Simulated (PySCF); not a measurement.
**C5H9B (SMILES C#CBCCC): density, localisation and related maps**

```xyz
15

C     3.2128   -0.1137    0.5573
C     2.3368   -0.3922   -0.2238
B     1.2622   -0.7390   -1.2142
C    -0.2641   -0.5180   -0.8894
C    -0.6228   -0.0934    0.5359
C    -2.1244    0.1118    0.7045
H     3.9765    0.1297    1.2393
H     1.5728   -1.1677   -2.2615
H    -0.6403    0.2418   -1.5849
H    -0.8256   -1.4241   -1.1402
H    -0.2801   -0.8571    1.2374
H    -0.1002    0.8337    0.7810
H    -2.3647    0.3893    1.7287
H    -2.6658   -0.8015    0.4630
H    -2.4775    0.9026    0.0449
```

Geometry: GFN2-xTB.

Theory: PBE0/def2-SVPD, SCF density, gas phase in PySCF 2.14.0.

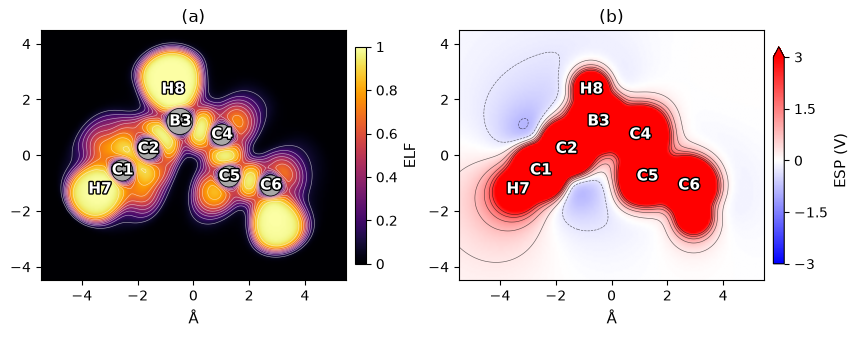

Figure 1. (a) electron localisation function; (b) molecular electrostatic potential on the plane of atoms C2, B3 and C4. Grey discs cover the atomic cores in the ELF map.

Q: Interpret the plot.

A:
- The plane passes through C, B and H nuclei.
- C–C (1.21 Å): the ELF peaks at about 0.85 between the atoms (a multiple bond).
- C–B (1.50 Å): the ELF peaks at about 0.95 between the atoms; a covalent bond.
- C–H (1.05 Å): the ELF climbs to about 1 towards the hydrogen, as it does in any bond to H (a covalent bond by its length).
- C–B (1.58 Å): the ELF peaks at about 1 between the atoms (a covalent bond).
- B–H (1.17 Å): the ELF climbs to about 1 towards the hydrogen: an ordinary covalent bond to hydrogen.
- Outside the dense part of the molecule the potential is most negative (−0.9 V) near C2.

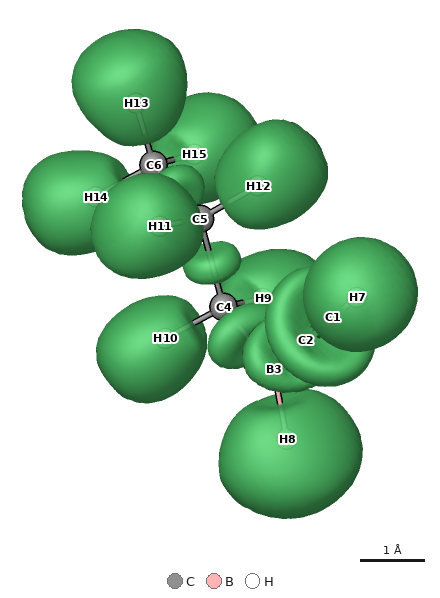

Figure 2. Isosurface of the electron localisation function at 0.8 (green), seen at an oblique angle. Core shells and regions of very low density are left out.

Q: Identify the bonds, lone pairs and shells in this picture.

A: The ELF exceeds this value in two regions between bonded B–C atoms (shared pairs), three regions between bonded C–C atoms (shared pairs) and nine regions around hydrogen nuclei.

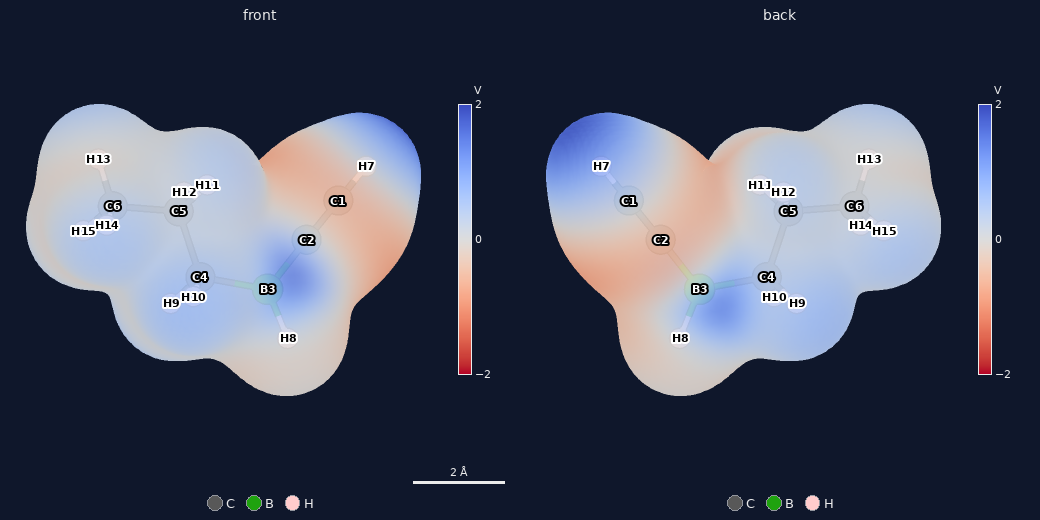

Figure 3. The molecular electrostatic potential painted on the density surface at 0.002 e/bohr³, seen from the front and from behind; red is negative and blue positive.

Q: Describe the electrostatic potential map.

A: The most negative region (about −0.8 V, or −18 kcal/mol for a unit charge) lies over C1 and C2, the most positive (about +1.7 V, or +39 kcal/mol for a unit charge) over H7.

Q: What dipole moment does the calculation give?

A: Its dipole moment is 0.67 D.
